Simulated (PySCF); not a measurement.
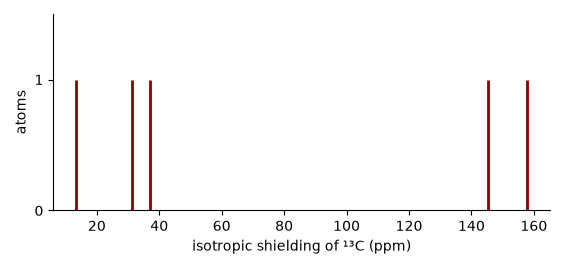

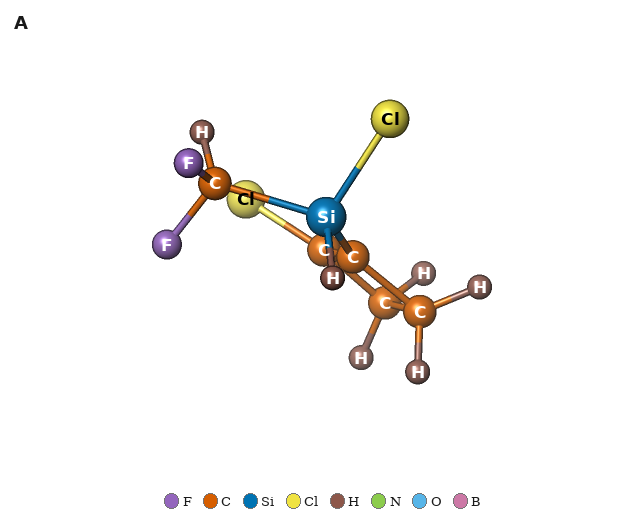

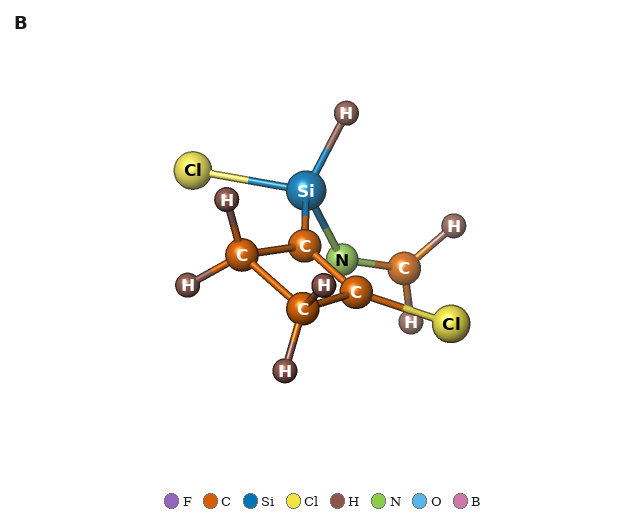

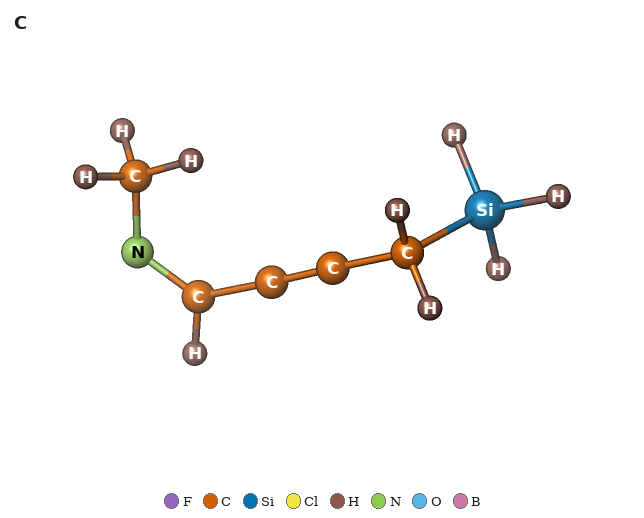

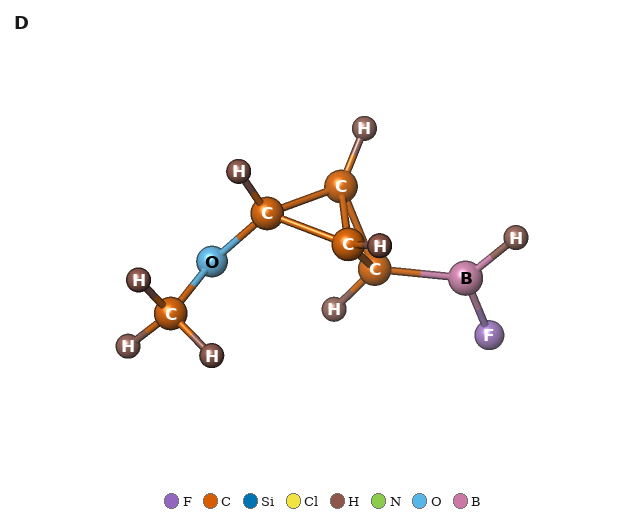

The sticks are computed shieldings of one of the molecules, for one fixed geometry (GFN2-xTB) without averaging over rotations. Low shielding means a high chemical shift. Method: GIAO PBE0/pcSseg-1 NMR shielding, non-relativistic, gas phase (PySCF 2.14.0).

Match the spectrum to a structure.

B, `C=N[Si@@H](Cl)C1=C(Cl)CC1`. Its 5 C atoms give lines at 13.2, 31.2, 37.0, 145.3, 157.9 ppm.

The geometry is semi-empirical. Around B, Si such bond lengths and angles can be off by a tenth of an ångström or more and by several degrees, and values that hang on the shape move with them.
